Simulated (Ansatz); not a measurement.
| atom | x (Å) | y (Å) | z (Å) |
| --- | --- | --- | --- |
| C | -0.6023 | 1.3045 | 1.0423 |
| C | -1.9064 | 1.4574 | 0.6393 |
| C | -2.4415 | 0.5602 | -0.4060 |
| C | -1.5827 | -0.3668 | -0.9012 |
| B | 0.0395 | 2.2182 | 2.0941 |
| F | 0.6771 | -1.3457 | 0.6963 |
| Si | 0.0701 | -0.0438 | -0.0708 |
| H | 1.2278 | 2.1947 | 2.3192 |
| H | -0.6616 | 2.9879 | 2.7153 |
| H | -2.5582 | 2.2340 | 1.0646 |
| H | -3.4835 | 0.6657 | -0.7324 |
| H | -1.8859 | -1.0830 | -1.6701 |
| H | 1.1173 | 0.4172 | -1.0248 |

Geometry: r2SCAN-D4/def2-SVP.

Theory: isolated molecule in a Gaussian basis; Kohn-Sham density functional theory, functional PBE0 in Ansatz 0.2.0.

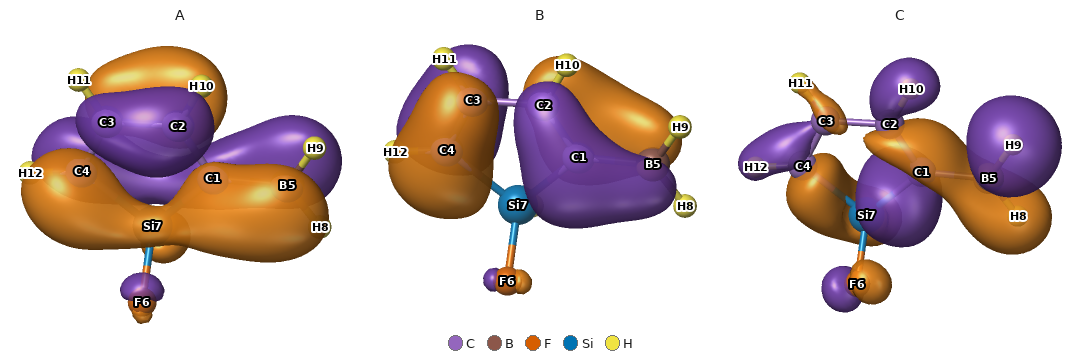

C₄H₆BFSi. Three frontier orbitals at ±0.08 Å⁻³ᐟ² (orange and purple are the two phases), in no order.

Which picture is the HOMO−1, the HOMO and the LUMO?

Answer. C is the HOMO−1 (−8.46 eV). By Hirshfeld shares it lies mainly on C1 (about 25 %), B5 (about 20 %), H9 (about 15 %), Si7 (about 15 %) and H8 (about 5 %). B is the HOMO (−7.59 eV). It lies mainly on C1 (about 25 %), C4 (about 25 %), C3 (about 15 %), C2 (about 15 %) and B5 (about 10 %). A is the LUMO (−2.97 eV). It lies mainly on C2 (about 20 %), B5 (about 20 %), C4 (about 15 %), C1 (about 15 %), C3 (about 10 %) and Si7 (about 10 %).

What is the HOMO–LUMO gap?

Answer. 4.62 eV between the orbital energies.
